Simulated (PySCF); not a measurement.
SMILES C[Si](O)(O)[SiH2][Si](C)(O)O (C2H12O4Si3), GFN2-xTB optimised geometry. Atoms within 1.6 Å of the plane z = 1.0 Å (x, y, z in Å): Si1 (0.04, 1.05, 0.00), O3 (-1.48, 0.97, -0.59), O4 (-0.16, 1.69, 1.50), Si5 (0.77, -1.13, 0.00), H13 (-2.09, 1.68, -0.41), H14 (0.59, 1.84, 2.07), H15 (0.52, -1.78, 1.31), H16 (2.26, -1.13, 0.00).

Method: PySCF with CAM-B3LYP/def2-SVP.

Map of the electrostatic potential (hartree/e), clipped to [-0.08, 0.12] on the plane z = 1.0 Å:

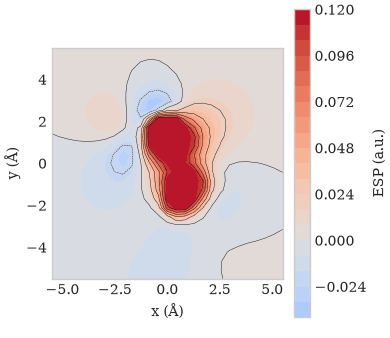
Figure: Electrostatic potential (hartree/e), clipped to [-0.08, 0.12] on the plane z = 1.0 Å.
